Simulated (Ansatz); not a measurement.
# BHOSi: what the fields show

The calculation's input:

```
crystal:
  periodic: [false, false, false]
  atoms:
    - {symbol: B, position_ang: [0.268971, 0.361899, 0.049743]}
    - {symbol: O, position_ang: [0.052152, 0.509829, 1.379646]}
    - {symbol: Si, position_ang: [1.434392, -0.592661, 1.263228]}
    - {symbol: H, position_ang: [-0.341955, 0.867233, -0.846067]}
basis:
  gaussian: {orbitals: def2-TZVPD}
hamiltonian: {xc: {name: PBE0}}
output: {forces: true, orbitals: {seedname: orbitals}}
```

Launched as:

```sh
ansatz run input.yaml --threads 1 --pin off --max-ram 2610MiB --events-out events.jsonl --progress --plain --runs-dir runs
```

Geometry: PBE0-D3(BJ)/pcseg-1.

Computed with Ansatz, isolated molecule in a Gaussian basis; Kohn-Sham density functional theory, functional PBE0.

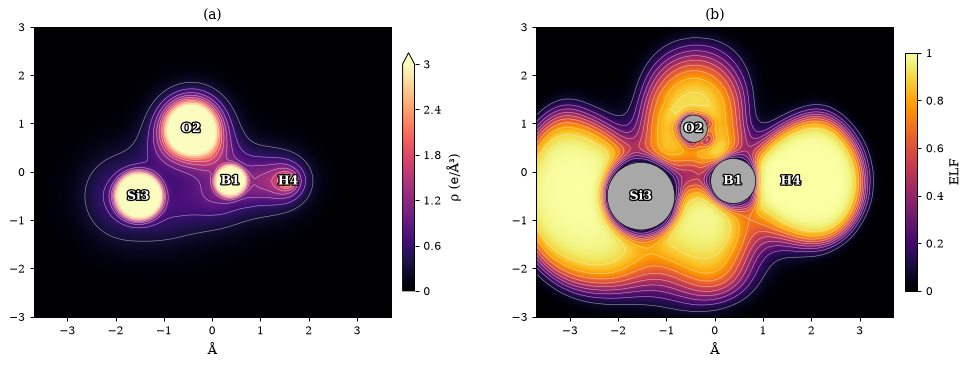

Figure 1. (a) electron density; (b) electron localisation function on the molecular plane. Grey discs cover the atomic cores in the ELF map.

Describe what can be read from this map.

Answer. The section cuts through B, O, Si and H sites.
B–O (1.36 Å): the density is about 2.2 e/Å³ at the midpoint; the ELF peaks at about 0.90 between the atoms (a short, strongly polar bond).
Si–O (1.77 Å): ρ is about 0.91 e/Å³ halfway; the ELF peaks at about 0.85 between the atoms; a polar covalent bond.
Si–B (1.93 Å): the density is about 0.72 e/Å³ at the midpoint; the ELF peaks at about 0.65 between the atoms.
B–H (1.20 Å): the density is about 1.3 e/Å³ at the midpoint; the ELF climbs to about 1 towards the hydrogen, as it does in any bond to H; a covalent bond by its length.
The ELF also peaks beside Si3 and O2, away from the bonds: lone-pair regions.

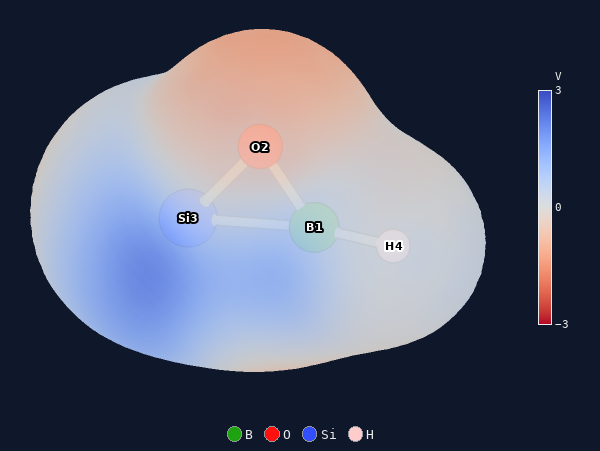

Figure 2. The molecular electrostatic potential painted on the density surface at 0.002 e/bohr³, seen at a tilt; red is negative and blue positive.

Describe the electrostatic potential map.

Answer. The most negative region (about −1.1 V) lies over O2, the most positive (about +2.1 V) over Si3. O2 is the likeliest acceptor of a hydrogen bond.

How polar is the molecule by this calculation?

Answer. Its dipole moment is 0.99 D.

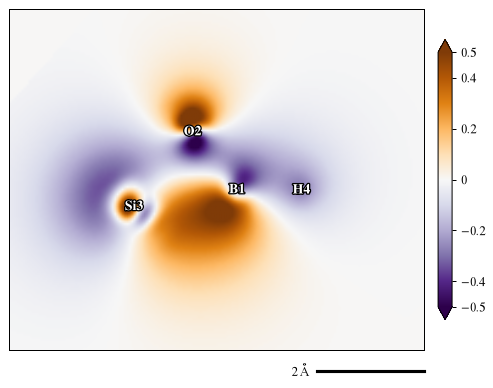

Figure 3. One frontier orbital on the molecular plane (values in Å⁻³ᐟ²; the overall sign is arbitrary).

Which orbital is it: HOMO or LUMO?

Answer. The HOMO, at −6.36 eV. By Hirshfeld shares it lies mainly on Si3 (about 50 %), B1 (about 30 %) and O2 (about 15 %); it is symmetric in the molecular plane (an in-plane orbital: σ, lone-pair or in-plane π type).
